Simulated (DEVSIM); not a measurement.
Structure: Si p-n junction from an implanted or diffused profile, at 400 K.

| layer (left to right) | material | thickness (μm) | Nd (cm⁻³) | τn (s) | τp (s) |
|---|---|---|---|---|---|
| 1 | Si | 20.0 | 6.1e16 | 4e-6 | 4e-6 |

Added acceptor profile: 2.3e18 cm⁻³ × exp(−(x − 0.061 μm)²/(2·(0.087 μm)²)). Left contact: ohmic. Right contact: ohmic. Voltage is applied to the left contact. Recombination: SRH at mid-gap, Auger. Mobility is μmin + (μ − μmin)/(1 + (N/Nref)^α).

The device is made up for the run: typed textbook-type constants, with dimensions and the other settings drawn at random. Values at 300 K; Nc and Nv go as T^1.5, mobilities as T to minus their exponent, the gap by Varshni's rule with the affinity fixed.

```tsv
parameter	Si
gap (eV)	1.124
affinity (eV)	4.05
permittivity	11.7
Nc (cm⁻³)	2.86e19
Nv (cm⁻³)	3.1e19
μn (cm²/Vs)	1417
μp (cm²/Vs)	470
μn,min	52
μp,min	45
Nref,n	9.7e16
Nref,p	2.2e17
αn	0.68
αp	0.72
T exponent of μn	2.3
T exponent of μp	2.2
Cn (cm⁶/s)	2.8e-31
Cp (cm⁶/s)	9.9e-32
Varshni α (eV/K)	0.000473
Varshni β (K)	636
```

DEVSIM, 1D drift-diffusion, Boltzmann statistics, complete ionisation; no tunnelling, impact ionisation, image-force lowering or self-heating.

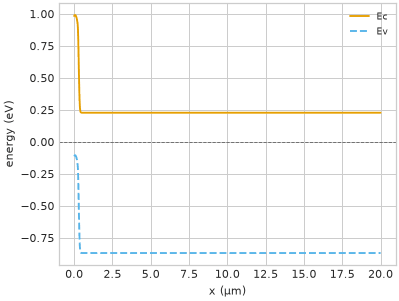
Figure. Band edges at zero bias

Energies count from the Fermi level of the right contact; mesh points crowd at the junctions.

| x (μm) | Ec (eV) | Ev (eV) | n (cm⁻³) | p (cm⁻³) | field (V/cm) |
|---|---|---|---|---|---|
| 0.000 | 0.982 | -0.114 | 1.9e7 | 1.7e18 | 2700 |
| 0.02143 | 0.987 | -0.109 | 1.6e7 | 2.0e18 | 1900 |
| 0.04893 | 0.991 | -0.106 | 1.5e7 | 2.2e18 | 570 |
| 0.08419 | 0.990 | -0.107 | 1.5e7 | 2.2e18 | -1100 |
| 0.1462 | 0.974 | -0.123 | 2.4e7 | 1.4e18 | -4100 |
| 0.2054 | 0.940 | -0.156 | 6.3e7 | 5.1e17 | -7600 |
| 0.2715 | 0.784 | -0.313 | 5.9e9 | 5.5e15 | -55000 |
| 0.3568 | 0.318 | -0.779 | 4.3e15 | 7.4e9 | -32000 |
| 0.4229 | 0.232 | -0.865 | 5.3e16 | 6.1e8 | -2400 |
| 0.4949 | 0.227 | -0.869 | 6.1e16 | 5.3e8 | -64 |
| 0.6470 | 0.227 | -0.870 | 6.1e16 | 5.3e8 | ≈ 0 |
| 1.166 | 0.227 | -0.870 | 6.1e16 | 5.3e8 | ≈ 0 |
| 2.150 | 0.227 | -0.870 | 6.1e16 | 5.3e8 | ≈ 0 |
| 4.354 | 0.227 | -0.870 | 6.1e16 | 5.3e8 | ≈ 0 |
| 11.51 | 0.227 | -0.870 | 6.1e16 | 5.3e8 | ≈ 0 |
| 16.09 | 0.227 | -0.870 | 6.1e16 | 5.3e8 | ≈ 0 |
| 18.21 | 0.227 | -0.870 | 6.1e16 | 5.3e8 | ≈ 0 |
| 19.19 | 0.227 | -0.870 | 6.1e16 | 5.3e8 | ≈ 0 |
| 19.72 | 0.227 | -0.870 | 6.1e16 | 5.3e8 | ≈ 0 |
| 19.89 | 0.227 | -0.870 | 6.1e16 | 5.3e8 | ≈ 0 |
| 19.96 | 0.227 | -0.870 | 6.1e16 | 5.3e8 | ≈ 0 |
| 20.00 | 0.227 | -0.870 | 6.1e16 | 5.3e8 | ≈ 0 |
